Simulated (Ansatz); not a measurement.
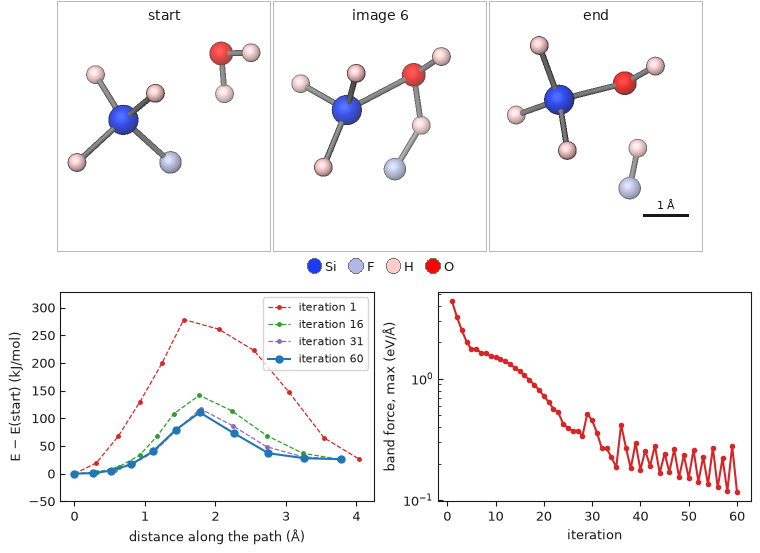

NEB run on SiH5OF. Images are numbered from 0 (start) to 10 (end). The plot follows the band through its iterations. A ball-and-stick model, seen from a free direction.

These are results of Ansatz 0.2.0, RKS PBE0-D4/cc-pVDZ, not measurements. Settings: 9 movable images; climbing image; force threshold 0.05 eV/Å; iteration limit 60; optimiser L-BFGS; largest step 0.02 Å; starting path through a guess of the saddle point.

### Judge this run.

The result isn't final. The band hadn't converged when the run stopped after 60 iterations. The largest component of the band force went from 4.3 to 0.12 eV/Å. The barrier read from it is provisional, though the highest image hardly moved in the last two iterations. The step length is far from the usual. The first iteration put the highest image at 278.6 kJ/mol. Forward barrier 110.7 kJ/mol, backward barrier 84.5 kJ/mol, with image 6 at the top; the reaction energy is +26.2 kJ/mol.

The run took 17 min on 1 thread of Arm Neoverse V2, on a shared host, peak memory 0.13 GiB.
